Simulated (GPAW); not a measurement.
# Ballistic transport through H2 in line between two Li chains, cheap and dear

Wanted: the zero-bias transmission of H2 in line between two Li chains on a ladder of levels, with run times.

Method: GPAW LCAO, PAW setups; Landauer transmission from Green's functions with principal layers (ASE), zero bias, in GPAW 26.7.0.

## Step 1: The starting structure

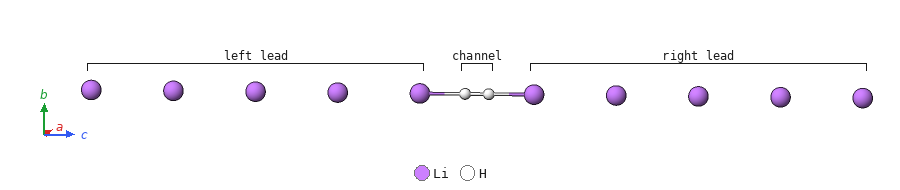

The starting structure, seen from the side, with the c axis across the page (lithium purple, hydrogen white).

The cell holds 12 atoms: 10 Li and 2 H. Cell: a = 9.000 Å, b = 9.000 Å, c = 30.650 Å, α = 90.0°, β = 90.0°, γ = 90.0°. Regions: left lead, 5 atoms (5 Li); channel, 2 atoms (2 H); right lead, 5 atoms (5 Li). Vacuum lies along a and b. The structure is stacked along c, and the current runs across the ab planes.

## Step 2: Double-zeta polarised basis

Localised orbitals split the wire into layers that couple to their neighbours alone, which is what the Green's function method needs; double zeta with polarisation is the usual level for numbers.

run.py

```python
import json
import numpy as np
from ase import Atoms
from ase.transport.calculators import TransportCalculator
from gpaw import GPAW, FermiDirac
from gpaw.lcao.tools import get_lcao_hamiltonian
from scipy.linalg import eigh

# The junction with lead layers at both ends, along the third cell vector
device = Atoms(
    ['Li', 'Li', 'Li', 'Li', 'Li', 'H', 'H', 'Li', 'Li', 'Li', 'Li', 'Li'],
    positions=[
        [4.50000, 4.50000, 1.47500],
        [4.50000, 4.50000, 4.42500],
        [4.50000, 4.50000, 7.37500],
        [4.50000, 4.50000, 10.32500],
        [4.50000, 4.50000, 13.27500],
        [4.50000, 4.50000, 14.90020],
        [4.50000, 4.50000, 15.75020],
        [4.50000, 4.50000, 17.37540],
        [4.50000, 4.50000, 20.32540],
        [4.50000, 4.50000, 23.27540],
        [4.50000, 4.50000, 26.22540],
        [4.50000, 4.50000, 29.17540]],
    cell=[[9.0, 0.0, 0.0], [0.0, 9.0, 0.0], [0.0, 0.0, 30.6504]],
    pbc=True)

# One principal layer of the lead: the first 3 atoms of the device
lead = Atoms(
    ['Li', 'Li', 'Li'],
    positions=[
        [4.50000, 4.50000, 1.47500],
        [4.50000, 4.50000, 4.42500],
        [4.50000, 4.50000, 7.37500]],
    cell=[[9.0, 0.0, 0.0], [0.0, 9.0, 0.0], [0.0, 0.0, 8.85]],
    pbc=True)

settings = dict(mode='lcao', basis='dzp', xc='PBE', h=0.2,
                occupations=FermiDirac(0.1), maxiter=250,
                mixer=dict(beta=0.1, nmaxold=8, weight=100.0),
                convergence=dict(density=0.0001))
energies = np.arange(-2, 2 + 1e-9, 0.05)
eta = 0.0001
n1, n2 = 1, 1
# k and -k transmit alike, so half of the mesh across the current serves
mesh = [(i, j) for i in range(n1) for j in range(n2) if (i, j) <= (-i % n1, -j % n2)]
weights = np.array([1 if (i, j) == (-i % n1, -j % n2) else 2 for i, j in mesh]) / (n1 * n2)

# [... helper functions left out ...]
fermi_lead = ground_state(lead, (1, 1, 13), 'lead.txt')
fermi_device = ground_state(device, (1, 1, 3), 'device.txt')
# [... loop over the mesh left out, but for ...]
        # Shift the lead onto the potential of the device's first layer
        shift = ((H[:, 0, 0] - H0[:, 0, 0]) / S0[0, 0]).real.mean()
# [...]
kT = 8.617333e-5 * 300
bias = [0.1, 0.2, 0.5, 1.0, 1.5, 2.0]
# [... integrals and printing left out ...]
```

Launch:

```bash
OMP_NUM_THREADS=1 OPENBLAS_NUM_THREADS=1 python run.py
```

The log of the run:

```text
basis functions: device 60, principal layer 15
Fermi level: lead -2.7382 eV, device -2.6175 eV; lead shifted by -0.0037 eV
largest coupling past the next layer 1.28e-08 eV, largest misfit of the first layer 0.021 eV
  E-E_F (eV)   T (one spin)  [channel counts left out]
    -2.000    7.2279e-16
    -1.950    7.1103e-16
    -1.900    6.9899e-16
    -1.850    6.8668e-16
    -1.800    6.7410e-16
    -1.750    6.6130e-16
    -1.700    6.4830e-16
    -1.650    6.3516e-16
    -1.600    6.2195e-16
    -1.550    6.0879e-16
    -1.500    5.9583e-16
    -1.450    5.8332e-16
    -1.400    5.7163e-16
    -1.350    5.6135e-16
    -1.300    5.5346e-16
    -1.250    5.4965e-16
[...]
1.650    4.4691e-01
     1.700    4.1201e-01
     1.750    3.7810e-01
     1.800    3.4510e-01
     1.850    3.1283e-01
     1.900    2.8109e-01
     1.950    2.4965e-01
     2.000    2.1821e-01
conductance at 300 K: 0.70952 G0 a cell; thermopower -4.14 uV/K
current from the zero-bias T(E) at 0.1 V: 5.4924 uA
current from the zero-bias T(E) at 0.2 V: 10.956 uA
current from the zero-bias T(E) at 0.5 V: 26.93 uA
current from the zero-bias T(E) at 1.0 V: 51.844 uA
current from the zero-bias T(E) at 1.5 V: 75.354 uA
current from the zero-bias T(E) at 2.0 V: 94.455 uA
```

The job ended after 54 s (1 thread of Arm Neoverse N1, shared host; peak memory 0.89 GiB).

This step gave:

```yaml
conductance: 0.7095 G₀
thermopower: -4.140 μV/K
largest_coupling_past_the_next_principal_layer: 1.28e-8 eV
largest_misfit_of_the_first_principal_layer: 0.02124 eV
shift_that_aligns_the_lead: -0.003657 eV
basis_functions_of_the_junction: 60
basis_functions_of_a_principal_layer: 15
transmission_at_the_fermi_level_one_spin: 0.7116
```

One spin. Table of transmission, zone mean by energy, zero at the Fermi level:

| energy (eV) | transmission, zone mean |
| --- | --- |
| -2.000 | 0 |
| -1.800 | 0 |
| -1.600 | 0 |
| -1.400 | 0 |
| -1.200 | 0 |
| -1.000 | 0 |
| -0.800 | 2.0e-9 |
| -0.600 | 0.283 |
| -0.400 | 0.417 |
| -0.200 | 0.593 |
| 0.000 | 0.712 |
| 0.200 | 0.773 |
| 0.400 | 0.855 |
| 0.600 | 0.958 |
| 0.750 | 0.998 |
| 0.800 | 0.997 |
| 1.000 | 0.927 |
| 1.200 | 0.792 |
| 1.400 | 0.636 |
| 1.600 | 0.483 |
| 1.800 | 0.345 |
| 2.000 | 0.218 |

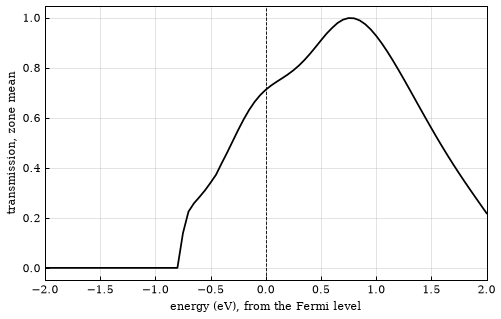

Transmission, zone mean, plotted against energy.

Not self-consistent under bias; the bias window is split evenly. The current through one cell, from the zero-bias transmission by bias:

| bias (V) | current through one cell, from the zero-bias transmission (μA) |
| --- | --- |
| 0.100 | 5.49 |
| 0.200 | 11.0 |
| 0.500 | 26.9 |
| 1.000 | 51.8 |
| 1.500 | 75.4 |
| 2.000 | 94.5 |

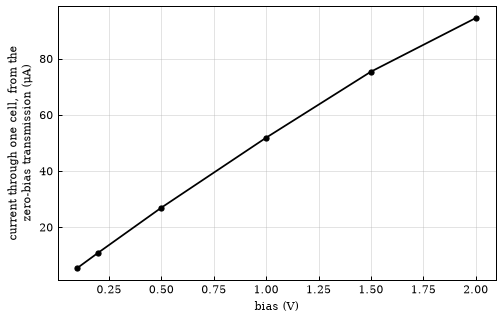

Current through one cell, from the zero-bias transmission against bias.

Transmission of the three most open eigenchannels against energy, zero at the Fermi level:

| energy (eV) | channel 1 | channel 2 = channel 3 |
| --- | --- | --- |
| -1.0000 | 0 | 0 |
| -0.7500 | 0.139 | 0 |
| -0.5000 | 0.340 | 0 |
| -0.2500 | 0.551 | 0 |
| 0.0000 | 0.712 | 0 |
| 0.2500 | 0.789 | 0 |
| 0.5000 | 0.909 | 0 |
| 0.7500 | 0.998 | 0 |
| 1.0000 | 0.927 | 0 |
| 1.2500 | 0.754 | 0 |
| 1.5000 | 0.558 | 0 |
| 1.7500 | 0.378 | 0 |
| 2.0000 | 0.218 | 0 |

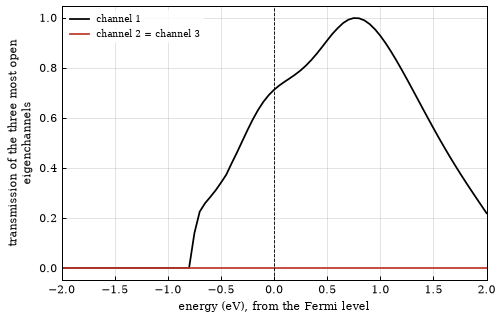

Transmission of the three most open eigenchannels, plotted against energy.

Couplings past the next layer reach 1.3e-8 eV, small enough to drop; the matrix elements of the cell's first layer differ from the bulk lead's by up to 0.021 eV. That layer keeps its own values in the calculation, and only beyond it is the lead taken as perfect. The Fermi levels of lead and junction count from different zeros of potential, one for each periodic cell; with both set to zero, the small remaining shift is what aligns them. By hand: G = 0.7095 × 77.48 μS = 55.0 μS, a resistance of 18.2 kΩ; at 0.1 V a linear junction would pass 5.50 μA, and the integral over the bias window gives 5.49 μA. Mott's formula, S = -(π²/3)(k_B²T/e) d ln T/dE, has the prefactor 7.33 μV/K·eV at 300 K; T = 0.6903 at -0.05 eV and 0.7289 at 0.05 eV give a slope of 0.545 per eV and S = -3.99 μV/K, beside -4.14 μV/K from the thermal integral, which interpolates the same grid.

## Step 3: GPAW, szp: basis = "szp(dzp)"

One radial function a shell plus polarisation makes the matrices smaller; the question is what that costs.

Changes to run.py since step 2:

```diff
@@ -37,3 +37,3 @@
 
-settings = dict(mode='lcao', basis='dzp', xc='PBE', h=0.2,
+settings = dict(mode='lcao', basis='szp(dzp)', xc='PBE', h=0.2,
                 occupations=FermiDirac(0.1), maxiter=250,
```

The log of the run:

```text
basis functions: device 48, principal layer 12
Fermi level: lead -2.8434 eV, device -2.7310 eV; lead shifted by -0.0032 eV
largest coupling past the next layer 1.26e-08 eV, largest misfit of the first layer 0.021 eV
  E-E_F (eV)   T (one spin)  [channel counts left out]
    -2.000    3.7634e-20
    -1.950    3.5712e-20
    -1.900    3.3873e-20
    -1.850    3.2129e-20
    -1.800    3.0500e-20
    -1.750    2.9004e-20
    -1.700    2.7666e-20
    -1.650    2.6514e-20
    -1.600    2.5577e-20
    -1.550    2.4882e-20
    -1.500    2.4440e-20
    -1.450    2.4201e-20
    -1.400    2.3949e-20
    -1.350    2.3037e-20
    -1.300    1.9832e-20
    -1.250    1.1316e-20
[...]
1.650    4.4876e-01
     1.700    4.2069e-01
     1.750    3.9211e-01
     1.800    3.6289e-01
     1.850    3.3290e-01
     1.900    3.0195e-01
     1.950    2.6981e-01
     2.000    2.3622e-01
conductance at 300 K: 0.81331 G0 a cell; thermopower -5.349 uV/K
current from the zero-bias T(E) at 0.1 V: 6.2965 uA
current from the zero-bias T(E) at 0.2 V: 12.563 uA
current from the zero-bias T(E) at 0.5 V: 30.913 uA
current from the zero-bias T(E) at 1.0 V: 59.009 uA
current from the zero-bias T(E) at 1.5 V: 82.569 uA
current from the zero-bias T(E) at 2.0 V: 99.665 uA
```

It took 47 s on 1 thread; peak memory 0.88 GiB.

This step gave:

```
conductance                                    : 0.8133 G₀
thermopower                                    : -5.349 μV/K
largest coupling past the next principal layer : 1.26e-8 eV
largest misfit of the first principal layer    : 0.02107 eV
shift that aligns the lead                     : -0.003222 eV
basis functions of the junction                : 48
basis functions of a principal layer           : 12
transmission at the Fermi level (one spin)     : 0.8155
```

One spin. The transmission, zone mean by energy, zero at the Fermi level:

| energy (eV) | transmission, zone mean |
| --- | --- |
| -2.0000 | 0 |
| -1.7500 | 0 |
| -1.5000 | 0 |
| -1.2500 | 0 |
| -1.0000 | 0 |
| -0.7500 | 0.0613 |
| -0.5000 | 0.359 |
| -0.2500 | 0.611 |
| 0.0000 | 0.815 |
| 0.2500 | 0.930 |
| 0.5000 | 0.997 |
| 0.5500 | 0.998 |
| 0.7500 | 0.941 |
| 1.0000 | 0.803 |
| 1.2500 | 0.665 |
| 1.5000 | 0.531 |
| 1.7500 | 0.392 |
| 2.0000 | 0.236 |

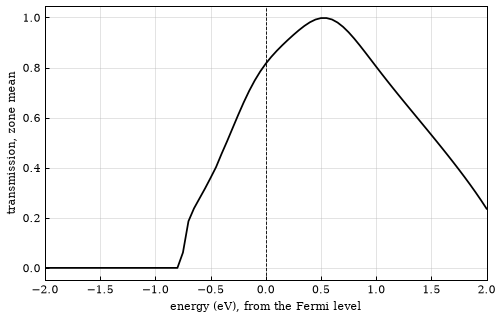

Transmission, zone mean against energy.

Not self-consistent under bias; the bias window is split evenly. Table of current through one cell, from the zero-bias transmission by bias:

| bias (V) | current through one cell, from the zero-bias transmission (μA) |
| --- | --- |
| 0.100 | 6.30 |
| 0.200 | 12.6 |
| 0.500 | 30.9 |
| 1.000 | 59.0 |
| 1.500 | 82.6 |
| 2.000 | 99.7 |

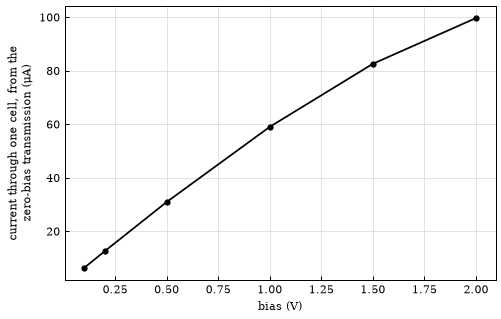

Current through one cell, from the zero-bias transmission, plotted against bias.

Table of transmission of the three most open eigenchannels by energy, zero at the Fermi level:

| energy (eV) | channel 1 | channel 2 = channel 3 |
| --- | --- | --- |
| -1.0000 | 0 | 0 |
| -0.7500 | 0.0613 | 0 |
| -0.5000 | 0.359 | 0 |
| -0.2500 | 0.611 | 0 |
| 0.0000 | 0.815 | 0 |
| 0.2500 | 0.930 | 0 |
| 0.5000 | 0.997 | 0 |
| 0.7500 | 0.941 | 0 |
| 1.0000 | 0.803 | 0 |
| 1.2500 | 0.665 | 0 |
| 1.5000 | 0.531 | 0 |
| 1.7500 | 0.392 | 0 |
| 2.0000 | 0.236 | 0 |

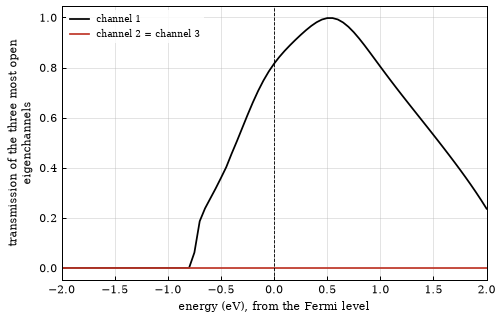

Transmission of the three most open eigenchannels, plotted against energy.

The conductance, 0.813 G₀, lies 15 % above that of the dzp run.

## Step 4: GPAW, sz: basis = "sz(dzp)"

One function for each valence shell of the setup, as for a first survey of a large system.

Changes to run.py since step 3:

```diff
@@ -37,3 +37,3 @@
 
-settings = dict(mode='lcao', basis='szp(dzp)', xc='PBE', h=0.2,
+settings = dict(mode='lcao', basis='sz(dzp)', xc='PBE', h=0.2,
                 occupations=FermiDirac(0.1), maxiter=250,
```

The log of the run:

```text
basis functions: device 12, principal layer 3
Fermi level: lead -2.6879 eV, device -2.5738 eV; lead shifted by -0.0033 eV
largest coupling past the next layer 1.25e-08 eV, largest misfit of the first layer 0.013 eV
  E-E_F (eV)   T (one spin)  [channel counts left out]
    -2.000    3.2446e-20
    -1.950    3.1759e-20
    -1.900    3.1386e-20
[...]
1.950    8.7445e-01
     2.000    8.6718e-01
conductance at 300 K: 0.79582 G0 a cell; thermopower -1.326 uV/K
current from the zero-bias T(E) at 0.1 V: 6.1643 uA
current from the zero-bias T(E) at 0.2 V: 12.319 uA
current from the zero-bias T(E) at 0.5 V: 30.623 uA
current from the zero-bias T(E) at 1.0 V: 60.14 uA
current from the zero-bias T(E) at 1.5 V: 88.243 uA
current from the zero-bias T(E) at 2.0 V: 114.59 uA
```

Run time: 37 s. Hardware: 1 thread; peak memory 0.83 GiB.

This step gave:

```yaml
conductance: 0.7958 G₀
largest_coupling_past_the_next_principal_layer: 1.25e-8 eV
largest_misfit_of_the_first_principal_layer: 0.01251 eV
shift_that_aligns_the_lead: -0.003343 eV
basis_functions_of_the_junction: 12
basis_functions_of_a_principal_layer: 3
transmission_at_the_fermi_level_one_spin: 0.7965
```

One spin. The transmission, zone mean by energy, zero at the Fermi level:

| energy (eV) | transmission, zone mean |
| --- | --- |
| -2.0000 | 0 |
| -1.7500 | 0 |
| -1.5000 | 0 |
| -1.2500 | 0 |
| -1.0000 | 0.321 |
| -0.7500 | 0.559 |
| -0.5000 | 0.643 |
| -0.2500 | 0.740 |
| 0.0000 | 0.797 |
| 0.2500 | 0.821 |
| 0.5000 | 0.841 |
| 0.7500 | 0.867 |
| 1.0000 | 0.892 |
| 1.2500 | 0.908 |
| 1.4000 | 0.911 |
| 1.5000 | 0.910 |
| 1.7500 | 0.897 |
| 2.0000 | 0.867 |

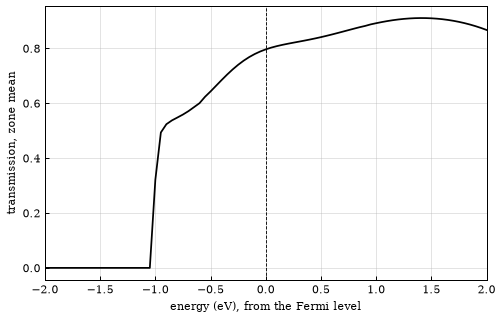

Transmission, zone mean against energy.

The conductance, 0.796 G₀, lies 12 % above that of the dzp run.

## Step 5: LDA in the dzp basis: xc = "LDA"

Back in the dzp basis, the functional changes from PBE to LDA, to set the spread between functionals beside that between bases.

Changes to run.py since step 4:

```diff
@@ -37,3 +37,3 @@
 
-settings = dict(mode='lcao', basis='sz(dzp)', xc='PBE', h=0.2,
+settings = dict(mode='lcao', basis='dzp', xc='LDA', h=0.2,
                 occupations=FermiDirac(0.1), maxiter=250,
```

The log of the run:

```text
basis functions: device 60, principal layer 15
Fermi level: lead -2.7569 eV, device -2.6454 eV; lead shifted by -0.0030 eV
largest coupling past the next layer 5.76e-09 eV, largest misfit of the first layer 0.019 eV
  E-E_F (eV)   T (one spin)  [channel counts left out]
    -2.000    7.1932e-16
    -1.950    7.0749e-16
    -1.900    6.9536e-16
[...]
1.950    2.0035e-01
     2.000    1.6656e-01
conductance at 300 K: 0.75613 G0 a cell; thermopower -4.112 uV/K
current from the zero-bias T(E) at 0.1 V: 5.8533 uA
current from the zero-bias T(E) at 0.2 V: 11.676 uA
current from the zero-bias T(E) at 0.5 V: 28.693 uA
current from the zero-bias T(E) at 1.0 V: 55.021 uA
current from the zero-bias T(E) at 1.5 V: 78.795 uA
current from the zero-bias T(E) at 2.0 V: 97.453 uA
```

Wall time 40 s (1 thread); peak memory 0.89 GiB.

Numbers from this step:

```
conductance                                    : 0.7561 G₀
thermopower                                    : -4.112 μV/K
largest coupling past the next principal layer : 5.76e-9 eV
largest misfit of the first principal layer    : 0.01938 eV
shift that aligns the lead                     : -0.003042 eV
basis functions of the junction                : 60
basis functions of a principal layer           : 15
transmission at the Fermi level (one spin)     : 0.7583
```

One spin. Transmission, zone mean against energy, zero at the Fermi level:

| energy (eV) | transmission, zone mean |
| --- | --- |
| -2.000 | 0 |
| -1.800 | 0 |
| -1.600 | 0 |
| -1.400 | 0 |
| -1.200 | 0 |
| -1.000 | 0 |
| -0.800 | 8.3e-11 |
| -0.600 | 0.292 |
| -0.400 | 0.444 |
| -0.200 | 0.633 |
| 0.000 | 0.758 |
| 0.200 | 0.822 |
| 0.400 | 0.9 |
| 0.600 | 0.982 |
| 0.700 | 0.998 |
| 0.800 | 0.988 |
| 1.000 | 0.896 |
| 1.200 | 0.753 |
| 1.400 | 0.593 |
| 1.600 | 0.440 |
| 1.800 | 0.300 |
| 2.000 | 0.167 |

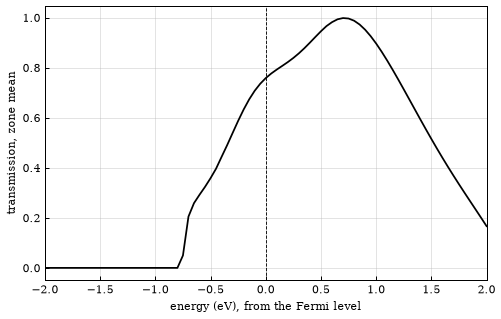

Transmission, zone mean against energy.

The conductance, 0.756 G₀, lies 6.6 % above that of the dzp run.

## Step 6: Cost and result by level

Times are for 1 thread of Arm Neoverse N1, shared host. The series side by side:

| no. | run | conductance (G₀) | time | memory (GiB) |
| --- | --- | --- | --- | --- |
| 1 | dzp | 0.7095 | 54 s | 0.89 |
| 2 | szp | 0.8133 | 47 s | 0.88 |
| 3 | sz | 0.7958 | 37 s | 0.83 |
| 4 | dzp LDA | 0.7561 | 40 s | 0.89 |

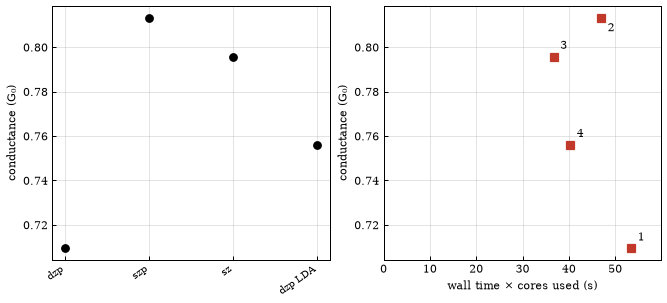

The series as plots; the last panel sets the first result against cost, with the runs numbered as in the table.

## Step 7: The levels side by side

The curves are compared point by point over the common energies.

This step: comparison of transmission and cost over codes and levels (GPAW 26.7.0).

Ladder, by row:

| step | code | T at the Fermi level (sum over the listed spins) | conductance (G0) | r.m.s. T(E) from the first | wall time (s) | peak memory (GiB) | threads |
| --- | --- | --- | --- | --- | --- | --- | --- |
| dzp | GPAW | 0.7116 | 0.7095 | 0 | 53.51 | 0.89 | 1 |
| szp | GPAW | 0.8155 | 0.8133 | 0.06657 | 47.02 | 0.88 | 1 |
| sz | GPAW | 0.7965 | 0.7958 | 0.2652 | 36.78 | 0.83 | 1 |
| dzp-LDA | GPAW | 0.7583 | 0.7561 | 0.03262 | 40.34 | 0.89 | 1 |

Table of transmission, zone mean, sum over the listed spins by energy, zero at the Fermi level:

| energy (eV) | dzp | szp | sz | dzp-LDA |
| --- | --- | --- | --- | --- |
| -2.000 | 0 | 0 | 0 | 0 |
| -1.500 | 0 | 0 | 0 | 0 |
| -1.000 | 0 | 0 | 0.321 | 0 |
| -0.500 | 0.340 | 0.359 | 0.643 | 0.359 |
| 0.000 | 0.712 | 0.815 | 0.797 | 0.758 |
| 0.500 | 0.909 | 0.997 | 0.841 | 0.945 |
| 0.700 | 0.992 | 0.963 | 0.861 | 0.998 |
| 0.750 | 0.998 | 0.941 | 0.867 | 0.996 |
| 1.000 | 0.927 | 0.803 | 0.892 | 0.896 |
| 1.400 | 0.636 | 0.584 | 0.911 | 0.593 |
| 1.500 | 0.558 | 0.531 | 0.910 | 0.515 |
| 2.000 | 0.218 | 0.236 | 0.867 | 0.167 |

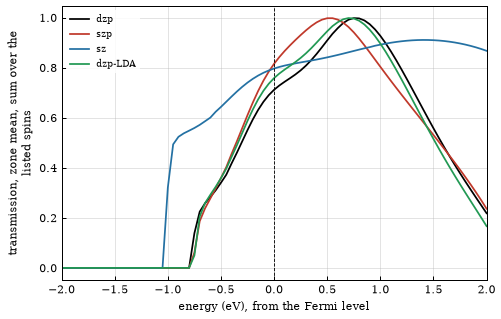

Transmission, zone mean, sum over the listed spins against energy.

(Continued in part 2 of 2.)

[Logs are printed without paths, hosts, clocks, repeated set-up lines and the standing remarks that a program may print on its own settings, such as how far it seeks lower states.]

[Hosts, paths, dates, database ids (printed as entryN), source tags and the programs' standing remarks are cut or masked in the printed files.]
